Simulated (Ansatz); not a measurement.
**Geometry relaxation of W8HC8Cl (part 3 of 3)**

W8HC8Cl (slab, 18 atoms in the cell); DFT LDA, scalar-relativistic, plane waves, PAW, PAW set soft_1, no spin polarisation (Ansatz 0.2.0); cutoff 420 eV, 3×3×1 k-mesh, Gaussian smearing of 0.05 eV. The structure derives from an entry of the Crystallography Open Database. The input holds or restrains some coordinates. Forces given for the steps count only the free coordinates. It belongs to a series of runs on one base structure; here: end point B relaxed.

Geometry of the input (Å; fractional positions):
```
5.7868  0.0000  0.0000
-2.8934  5.0115  0.0000
0.0000  0.0000  16.2473
W  0.0000  0.0000  0.0615
C  0.3333  0.1667  0.1487
W  0.0000  0.0000  0.2358
C  0.3333  0.1667  0.3230
W  -0.0000  0.5000  0.0615
C  0.3333  0.6667  0.1487
W  -0.0000  0.5000  0.2358
C  0.3333  0.6667  0.3230
W  0.5000  0.0000  0.0615
C  0.8333  0.1667  0.1487
W  0.5000  0.0000  0.2358
C  0.8333  0.1667  0.3230
W  0.5000  0.5000  0.0615
C  0.8333  0.6667  0.1487
W  0.5000  0.5000  0.2358
C  0.8333  0.6667  0.3230
Cl 0.3333  0.9167  0.3944
H  0.1667  1.3333  0.3039
```

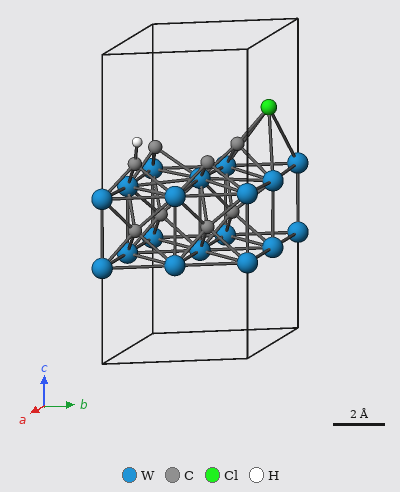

Fig. 1: The geometry at step 11 of the log (ball-and-stick view of the cell of the calculation, with the vacuum cut short, seen slightly off an axis).

Trajectory as extended XYZ, continued
```
18
Lattice="5.7868 0.0000 0.0000 -2.8934 5.0115 0.0000 0.0000 0.0000 16.2473" Properties=species:S:1:pos:R:3:forces:R:3 step=3 energy=-84033.50874
W     0.0000    0.0000    1.0000    0.2256   0.0054  -0.3998
C     1.4516    0.8491    2.3024   -0.1161   0.0071   0.2305
W     0.0108   -0.0137    3.7795   -0.2211  -0.0343  -0.0931
C     1.4877    0.6927    5.0665    0.1926   0.1167  -0.2331
W    -1.4467    2.5058    1.0000    0.1175   0.1927  -0.3998
C     0.0145    3.3383    2.3024   -0.0519  -0.1041   0.2305
W    -1.4531    2.5220    3.7795   -0.1402  -0.1743  -0.0931
C    -0.1030    3.4478    5.0665    0.1974   0.1085  -0.2331
W     2.8934    0.0000    1.0000    0.0265   0.0153  -0.9051
C     4.3535    0.8430    2.2648    0.1394   0.0805  -0.1314
W     2.9126    0.0111    3.6838   -0.1224  -0.0707   0.3435
C     4.3069    0.8161    4.8570    0.3409   0.1968   0.4693
W     1.4467    2.5058    1.0000   -0.1215  -0.0701   0.2758
C     2.8701    3.3276    2.3075    0.1441   0.0832   0.1061
W     1.4529    2.5094    3.8530    0.0912   0.0526  -0.0567
C     2.9039    3.3471    4.8951   -0.1214  -0.0701   0.5062
Cl   -0.7268    4.5919    6.3809   -0.1172  -0.0677   0.3540
H    -2.9596    6.6438    5.0579   -0.4637  -0.2677   0.0274
18
Lattice="5.7868 0.0000 0.0000 -2.8934 5.0115 0.0000 0.0000 0.0000 16.2473" Properties=species:S:1:pos:R:3:forces:R:3 step=4 energy=-84033.61050
W     0.0000    0.0000    1.0000    0.2058  -0.0253  -0.0962
C     1.4421    0.8461    2.3185   -0.0270   0.0119   0.0513
W    -0.0115   -0.0256    3.8010    0.1478   0.0638  -0.2847
C     1.4809    0.6828    5.0739    0.1082   0.0433  -0.1523
W    -1.4467    2.5058    1.0000    0.0810   0.1909  -0.0962
C     0.0071    3.3316    2.3185   -0.0032  -0.0294   0.0513
W    -1.4747    2.5086    3.8010    0.1292   0.0961  -0.2847
C    -0.1149    3.4469    5.0739    0.0916   0.0721  -0.1523
W     2.8934    0.0000    1.0000   -0.0714  -0.0412  -0.5169
C     4.3536    0.8430    2.2660    0.0035   0.0020  -0.0779
W     2.9075    0.0082    3.7042   -0.0756  -0.0437   0.0420
C     4.2954    0.8095    4.8968    0.5724   0.3305   0.4857
W     1.4467    2.5058    1.0000   -0.1836  -0.1060   0.5749
C     2.8711    3.3282    2.3166    0.0226   0.0130   0.0290
W     1.4473    2.5061    3.8703   -0.1538  -0.0888  -0.0710
C     2.8864    3.3369    4.9350   -0.0531  -0.0307   0.2060
Cl   -0.7683    4.5679    6.4009    0.0309   0.0178   0.2820
H    -3.0384    6.5983    5.1056   -0.8243  -0.4759   0.0096
18
Lattice="5.7868 0.0000 0.0000 -2.8934 5.0115 0.0000 0.0000 0.0000 16.2473" Properties=species:S:1:pos:R:3:forces:R:3 step=6 energy=-84034.25706
W     0.0000    0.0000    1.0000    0.2787  -0.0821  -0.0316
C     1.4405    0.8447    2.3322    0.0793  -0.0068  -0.1081
W    -0.0131   -0.0338    3.8046    0.4350  -0.0175  -0.2701
C     1.5000    0.6678    5.0679    0.1141  -0.0985  -0.2348
W    -1.4467    2.5058    1.0000    0.0682   0.2824  -0.0316
C     0.0051    3.3310    2.3322    0.0338   0.0720  -0.1081
W    -1.4825    2.5113    3.8046    0.2023   0.3855  -0.2701
C    -0.1184    3.4709    5.0679   -0.0283   0.1481  -0.2348
W     2.8934    0.0000    1.0000   -0.1279  -0.0738  -0.1971
C     4.3593    0.8464    2.2532   -0.0863  -0.0498   0.1824
W     2.9307    0.0215    3.7268    0.1325   0.0765  -0.2737
C     4.3340    0.8318    4.9627   -0.4939  -0.2851  -0.1530
W     1.4467    2.5058    1.0000   -0.2486  -0.1435   0.7694
C     2.8731    3.3293    2.3193    0.0119   0.0069  -0.0694
W     1.4338    2.4983    3.8870   -0.0425  -0.0245   0.3269
C     2.8698    3.3274    4.9697   -0.0161  -0.0093  -0.4589
Cl   -0.7966    4.5516    6.4373    0.1356   0.0783  -0.0088
H    -3.3660    6.4092    5.1993   -0.4495  -0.2595   1.1676
18
Lattice="5.7868 0.0000 0.0000 -2.8934 5.0115 0.0000 0.0000 0.0000 16.2473" Properties=species:S:1:pos:R:3:forces:R:3 step=8 energy=-84034.72993
W     0.0000    0.0000    1.0000    0.2917  -0.0952  -0.3113
C     1.4466    0.8503    2.3160   -0.0134   0.0456  -0.0139
W     0.0035   -0.0152    3.7879   -0.1274   0.0621   0.0357
C     1.5236    0.6567    5.0361   -0.0718   0.0674  -0.0107
W    -1.4467    2.5058    1.0000    0.0634   0.3002  -0.3113
C     0.0129    3.3334    2.3160    0.0328  -0.0344  -0.0139
W    -1.4581    2.5164    3.7879   -0.0099  -0.1414   0.0357
C    -0.1162    3.4969    5.0361    0.0224  -0.0959  -0.0107
W     2.8934    0.0000    1.0000   -0.0817  -0.0472  -0.6591
C     4.3628    0.8483    2.2506    0.0481   0.0278   0.2087
W     2.9391    0.0264    3.6926    0.0059   0.0034  -0.0383
C     4.2970    0.8104    4.9506    1.1272   0.6508   0.3467
W     1.4467    2.5058    1.0000   -0.2033  -0.1174   0.5990
C     2.8781    3.3322    2.3096    0.0176   0.0101   0.0029
W     1.4293    2.4957    3.8947   -0.0048  -0.0028  -0.0706
C     2.8815    3.3341    4.9221    0.1113   0.0643  -0.0183
Cl   -0.7679    4.5682    6.4375    0.0524   0.0303  -0.0327
H    -3.5223    6.3189    5.5407   -1.2602  -0.7276   0.2607
18
Lattice="5.7868 0.0000 0.0000 -2.8934 5.0115 0.0000 0.0000 0.0000 16.2473" Properties=species:S:1:pos:R:3:forces:R:3 step=10 energy=-84035.14469
W     0.0000    0.0000    1.0000    0.2927  -0.0648  -0.2650
C     1.4504    0.8551    2.3171    0.0509   0.0696  -0.0517
W     0.0111   -0.0047    3.7812   -0.1567  -0.1189   0.2775
C     1.5264    0.6566    5.0264   -0.1143   0.0406   0.1063
W    -1.4467    2.5058    1.0000    0.0902   0.2859  -0.2650
C     0.0191    3.3343    2.3171    0.0857   0.0093  -0.0517
W    -1.4452    2.5178    3.7812   -0.1813  -0.0762   0.2775
C    -0.1149    3.4994    5.0264   -0.0220  -0.1193   0.1063
W     2.8934    0.0000    1.0000   -0.0492  -0.0284  -0.4991
C     4.3685    0.8517    2.2646    0.0814   0.0470   0.0309
W     2.9553    0.0358    3.6993   -0.1114  -0.0643  -0.1926
C     4.3275    0.8280    4.9656    0.5782   0.3338  -0.0442
W     1.4467    2.5058    1.0000   -0.2272  -0.1312   0.6412
C     2.8829    3.3350    2.3086   -0.1247  -0.0720  -0.0701
W     1.4328    2.4977    3.9015    0.0282   0.0163  -0.2637
C     2.8968    3.3430    4.9158    0.3571   0.2062  -0.0716
Cl   -0.7802    4.5611    6.4424    0.1544   0.0892  -0.0028
H    -3.7514    6.1867    5.8292   -0.7314  -0.4223   0.3365
18
Lattice="5.7868 0.0000 0.0000 -2.8934 5.0115 0.0000 0.0000 0.0000 16.2473" Properties=species:S:1:pos:R:3:forces:R:3 step=11 energy=-84035.32081
W     0.0000    0.0000    1.0000    0.2903  -0.0397  -0.2317
C     1.4524    0.8592    2.3159    0.0608   0.0093  -0.0131
W     0.0135   -0.0033    3.7832   -0.1112  -0.0516   0.1843
C     1.5255    0.6605    5.0271   -0.1711   0.1058   0.0867
W    -1.4467    2.5058    1.0000    0.1108   0.2713  -0.2317
C     0.0236    3.3340    2.3159    0.0384   0.0480  -0.0131
W    -1.4428    2.5191    3.7832   -0.1003  -0.0705   0.1843
C    -0.1119    3.4966    5.0271    0.0061  -0.2011   0.0867
W     2.8934    0.0000    1.0000    0.0005   0.0003  -0.5026
C     4.3730    0.8543    2.2697    0.0401   0.0231  -0.0453
W     2.9561    0.0362    3.6987   -0.0828  -0.0478  -0.1406
C     4.3476    0.8396    4.9616    0.6497   0.3751   0.6357
W     1.4467    2.5058    1.0000   -0.2592  -0.1497   0.5987
C     2.8799    3.3332    2.3056   -0.0873  -0.0504  -0.0176
W     1.4422    2.5031    3.8967   -0.0894  -0.0516  -0.1464
C     2.9162    3.3542    4.9161    0.3416   0.1972  -0.0882
Cl   -0.7626    4.5712    6.4473    0.1922   0.1110  -0.0924
H    -3.8810    6.1118    5.9541   -0.8295  -0.4789  -0.2522
18
Lattice="5.7868 0.0000 0.0000 -2.8934 5.0115 0.0000 0.0000 0.0000 16.2473" Properties=species:S:1:pos:R:3:forces:R:3 step=13 energy=-84035.66915
W     0.0000    0.0000    1.0000    0.2315  -0.0140  -0.1667
C     1.4562    0.8523    2.3165    0.0109  -0.0284  -0.0294
W     0.0111   -0.0084    3.7893   -0.0156   0.2036   0.1088
C     1.4711    0.7086    5.0317   -0.0572   0.1799   0.0721
W    -1.4467    2.5058    1.0000    0.1036   0.2075  -0.1667
C     0.0195    3.3407    2.3165   -0.0192   0.0236  -0.0294
W    -1.4484    2.5195    3.7893    0.1686  -0.1153   0.1088
C    -0.0975    3.4255    5.0317    0.1272  -0.1395   0.0721
W     2.8934    0.0000    1.0000    0.0183   0.0106  -0.1002
C     4.3687    0.8518    2.2680   -0.1761  -0.1017   0.0850
W     2.9469    0.0309    3.7305   -0.0761  -0.0440   0.0226
C     4.4046    0.8725    4.9934    0.0707   0.0408   1.1165
W     1.4467    2.5058    1.0000   -0.1894  -0.1093   0.5864
C     2.8735    3.3295    2.3101   -0.0438  -0.0253  -0.0954
W     1.4498    2.5075    3.8846    0.1347   0.0777   0.0067
C     2.9771    3.3893    4.9088   -0.2383  -0.1376   0.2050
Cl   -0.6413    4.6413    6.3938    0.1616   0.0933  -0.5044
H    -4.1811    5.9386    6.1286   -0.2085  -0.1204  -1.2834
18
Lattice="5.7868 0.0000 0.0000 -2.8934 5.0115 0.0000 0.0000 0.0000 16.2473" Properties=species:S:1:pos:R:3:forces:R:3 step=15 energy=-84035.74501
W     0.0000    0.0000    1.0000    0.1154  -0.0103  -0.1627
C     1.4511    0.8489    2.3084    0.0116  -0.0107   0.0195
W     0.0059   -0.0059    3.7913   -0.0034  -0.0703  -0.0118
C     1.4487    0.7462    5.0183    0.0330  -0.1029   0.1605
W    -1.4467    2.5058    1.0000    0.0488   0.1051  -0.1627
C     0.0140    3.3379    2.3084   -0.0034   0.0154   0.0195
W    -1.4489    2.5138    3.7913   -0.0626   0.0322  -0.0118
C    -0.0761    3.3873    5.0183   -0.0726   0.0800   0.1605
W     2.8934    0.0000    1.0000   -0.0252  -0.0146  -0.2318
C     4.3509    0.8415    2.2784   -0.0092  -0.0053   0.0081
W     2.9290    0.0205    3.7291    0.0255   0.0147   0.1212
C     4.3975    0.8684    4.9776    0.0238   0.0137   0.7680
W     1.4467    2.5058    1.0000   -0.1757  -0.1015   0.3840
C     2.8731    3.3293    2.3030    0.0090   0.0052  -0.0016
W     1.4576    2.5120    3.8675    0.0879   0.0507   0.0195
C     2.9622    3.3807    4.9204    0.0079   0.0046  -0.0470
Cl   -0.5756    4.6792    6.3197   -0.0489  -0.0282  -0.3661
H    -4.2490    5.8994    6.0910    0.0392   0.0226  -0.6648
18
Lattice="5.7868 0.0000 0.0000 -2.8934 5.0115 0.0000 0.0000 0.0000 16.2473" Properties=species:S:1:pos:R:3:forces:R:3 step=17 energy=-84035.76371
W     0.0000    0.0000    1.0000    0.1075   0.0049  -0.1546
C     1.4540    0.8479    2.3107    0.0158   0.0045   0.0225
W     0.0060   -0.0061    3.7875   -0.0257   0.0251   0.0408
C     1.4364    0.7516    5.0212    0.0806  -0.0704   0.1298
W    -1.4467    2.5058    1.0000    0.0579   0.0906  -0.1546
C     0.0146    3.3410    2.3107    0.0118   0.0114   0.0225
W    -1.4490    2.5140    3.7875    0.0089  -0.0348   0.0408
C    -0.0776    3.3739    5.0212   -0.0207   0.1050   0.1298
W     2.8934    0.0000    1.0000   -0.0156  -0.0090  -0.1213
C     4.3480    0.8398    2.2834   -0.0084  -0.0048  -0.0206
W     2.9305    0.0214    3.7432   -0.0011  -0.0006  -0.0458
C     4.4113    0.8764    4.9893   -0.0010  -0.0006  -0.0798
W     1.4467    2.5058    1.0000   -0.1677  -0.0968   0.3890
C     2.8749    3.3303    2.2996   -0.0033  -0.0019  -0.0036
W     1.4626    2.5150    3.8661   -0.0130  -0.0075  -0.0434
C     2.9628    3.3811    4.9157    0.0192   0.0111   0.0222
Cl   -0.5623    4.6869    6.2829   -0.0224  -0.0129  -0.2182
H    -4.2003    5.9275    6.0776   -0.0228  -0.0132   0.0453
18
Lattice="5.7868 0.0000 0.0000 -2.8934 5.0115 0.0000 0.0000 0.0000 16.2473" Properties=species:S:1:pos:R:3:forces:R:3 step=18 energy=-84035.76879
W     0.0000    0.0000    1.0000    0.1253   0.0044  -0.1200
C     1.4551    0.8491    2.3147   -0.0001   0.0044  -0.0348
W     0.0069   -0.0048    3.7896   -0.0007  -0.0064   0.0613
C     1.4399    0.7513    5.0323    0.0431  -0.0515  -0.0216
W    -1.4467    2.5058    1.0000    0.0665   0.1063  -0.1200
C     0.0162    3.3414    2.3147    0.0038  -0.0023  -0.0348
W    -1.4474    2.5142    3.7896   -0.0059   0.0026   0.0613
C    -0.0761    3.3771    5.0323   -0.0230   0.0631  -0.0216
W     2.8934    0.0000    1.0000   -0.0301  -0.0174  -0.1190
C     4.3481    0.8399    2.2817    0.0009   0.0005   0.0033
W     2.9311    0.0218    3.7406    0.0001   0.0001   0.0213
C     4.4120    0.8768    4.9883   -0.0032  -0.0019  -0.0064
W     1.4467    2.5058    1.0000   -0.1636  -0.0945   0.4148
C     2.8754    3.3306    2.3013   -0.0001  -0.0001  -0.0034
W     1.4640    2.5158    3.8639    0.0055   0.0032   0.0840
C     2.9666    3.3833    4.9200    0.0031   0.0018  -0.0875
Cl   -0.5591    4.6887    6.2604   -0.0150  -0.0086  -0.0671
H    -4.2048    5.9249    6.0785   -0.0072  -0.0041  -0.0086
18
Lattice="5.7868 0.0000 0.0000 -2.8934 5.0115 0.0000 0.0000 0.0000 16.2473" Properties=species:S:1:pos:R:3:forces:R:3 step=20 energy=-84035.76979
W     0.0000    0.0000    1.0000    0.1247  -0.0016  -0.1316
C     1.4545    0.8497    2.3126    0.0014  -0.0001  -0.0005
W     0.0070   -0.0047    3.7897   -0.0036   0.0026   0.0058
C     1.4445    0.7469    5.0311   -0.0011   0.0026   0.0016
W    -1.4467    2.5058    1.0000    0.0609   0.1088  -0.1316
C     0.0164    3.3405    2.3126    0.0007   0.0013  -0.0005
W    -1.4472    2.5142    3.7897    0.0004  -0.0044   0.0058
C    -0.0776    3.3833    5.0311    0.0017  -0.0023   0.0016
W     2.8934    0.0000    1.0000   -0.0266  -0.0153  -0.1583
C     4.3490    0.8404    2.2808   -0.0001   0.0000   0.0013
W     2.9322    0.0224    3.7370   -0.0051  -0.0030  -0.0083
C     4.4103    0.8758    4.9869    0.0084   0.0049   0.0123
W     1.4467    2.5058    1.0000   -0.1609  -0.0929   0.4093
C     2.8750    3.3304    2.3021   -0.0010  -0.0006  -0.0020
W     1.4627    2.5150    3.8664    0.0097   0.0056  -0.0001
C     2.9667    3.3833    4.9163   -0.0008  -0.0005   0.0007
Cl   -0.5614    4.6874    6.2545   -0.0099  -0.0057   0.0036
H    -4.2097    5.9221    6.0774    0.0011   0.0006  -0.0091
```

Key numbers

| quantity | value |
| --- | --- |
| outcome | converged under the restraints of the input |
| electrons treated | 152 |
| free energy | −84035.7698 eV |
| Fermi energy | 4.489 eV |
| final volume | 471.18 Å³ |
| largest force (length of the vector) at the end, held atoms and coordinates included | 0.449 eV/Å |
| hardware | 4 threads of Arm Neoverse V1, 24 GiB of memory available, shared host |
| wall time | 2 min (CPU time 6.7 min) |
| peak memory | 1.2 GiB |

Remarks

The program warns: the PAW datasets were made with another functional; the exchange-correlation potential is rough where the density is thin. Spin–orbit coupling is left out, which matters for W.
